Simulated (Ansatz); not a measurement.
**F4H2In2: density, localisation and related maps**

The calculation's input:

```
crystal:
  periodic: [false, false, false]
  atoms:
    - symbol: F
      position_ang: [-1.203671, 1.224151, 2.996428]
    - symbol: F
      position_ang: [-1.340666, 1.783671, -0.046632]
    - symbol: F
      position_ang: [0.683761, 0.318551, 0.713910]
    - symbol: F
      position_ang: [0.548927, 0.881243, -2.329227]
    - symbol: In
      position_ang: [-1.335993, 0.188876, 1.354492]
    - symbol: In
      position_ang: [0.679460, 1.914539, -0.685919]
    - symbol: H
      position_ang: [-2.168636, -1.202219, 0.891134]
    - symbol: H
      position_ang: [1.511211, 3.305436, -0.220318]
basis:
  gaussian: {orbitals: def2-SVPD}
hamiltonian: {xc: {name: PBE0}}
output: {forces: true, orbitals: {seedname: orbitals}}
```

Run with:

```sh
ansatz run input.yaml --threads 2 --pin off --max-ram 5220MiB --events-out events.jsonl --progress --plain --runs-dir runs
```

Geometry: PBE0-D4/def2-SVP; core potentials replace the inner electrons of In.

All numbers below come from isolated molecule in a Gaussian basis; Kohn-Sham density functional theory, functional PBE0 (Ansatz 0.2.0).

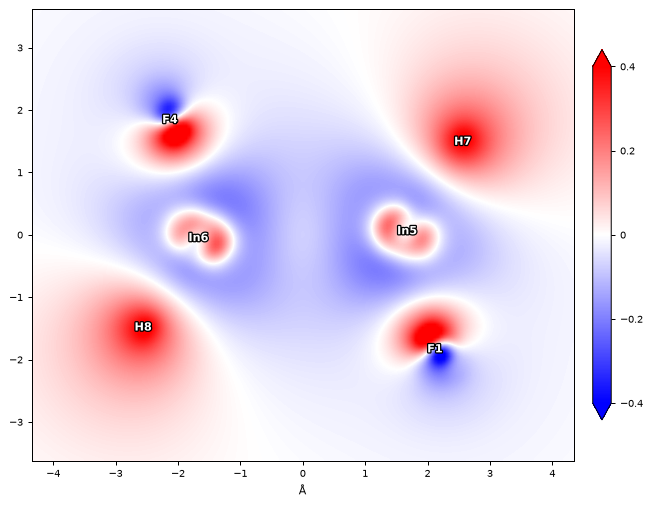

Figure 1. The LUMO on the plane of atoms F1, In5 and H7 (values in Å⁻³ᐟ²; the overall sign is arbitrary).

Where does this orbital lie, and at what energy?

It lies mainly on In6 (about 30 %), In5 (about 30 %), H8 (about 10 %) and H7 (about 10 %); it is gerade (even under inversion). Its energy is −1.88 eV.

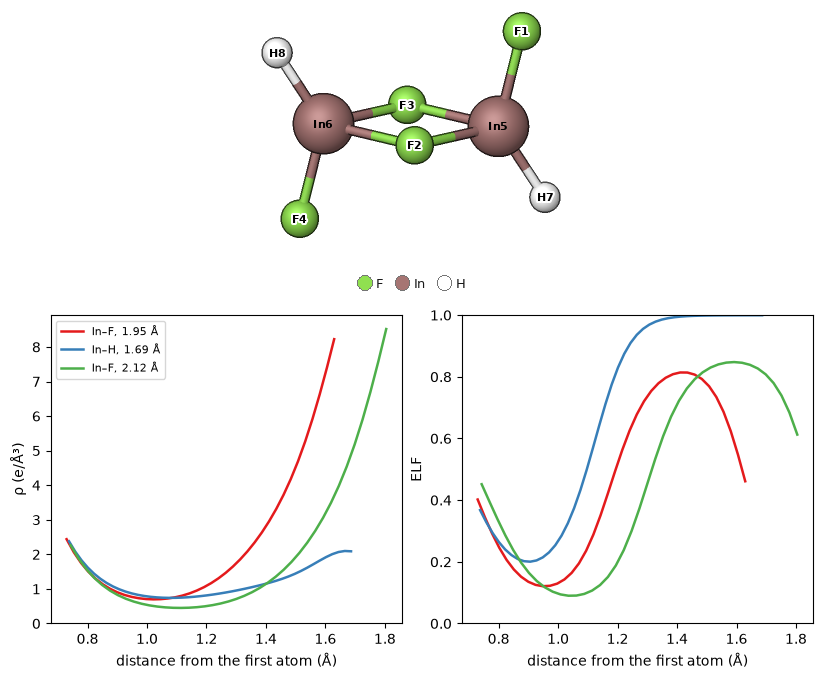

Figure 2. Electron density and ELF along straight lines between neighbouring atoms. The curves leave out the atomic cores. The structure is drawn too.

Compare the contacts.

In–F (1.95 Å): ρ is about 0.73 e/Å³ halfway; the ELF peaks at about 0.80 in the valence shell of F, 0.5 Å from its nucleus, and drops to about 0.10 between the two atoms.
In–H (1.69 Å): ρ at the midpoint is about 1.3 e/Å³; the ELF climbs to about 1 towards the hydrogen.
In–F (2.12 Å): ρ at the midpoint is about 0.47 e/Å³; the ELF is about 0.10 at the midpoint.

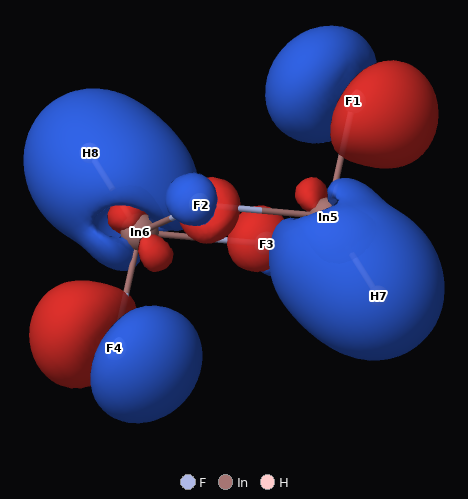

Figure 3. The HOMO−1 at ±0.06 Å⁻³ᐟ² (blue and red are the two phases), seen at a tilt.

Where does this orbital lie, and at what energy?

By Hirshfeld shares it lies mainly on F1 (about 30 %), F4 (about 30 %), In6 (about 10 %), In5 (about 10 %), H7 (about 10 %) and H8 (about 10 %); it is gerade (even under inversion). Its energy is −10.30 eV.
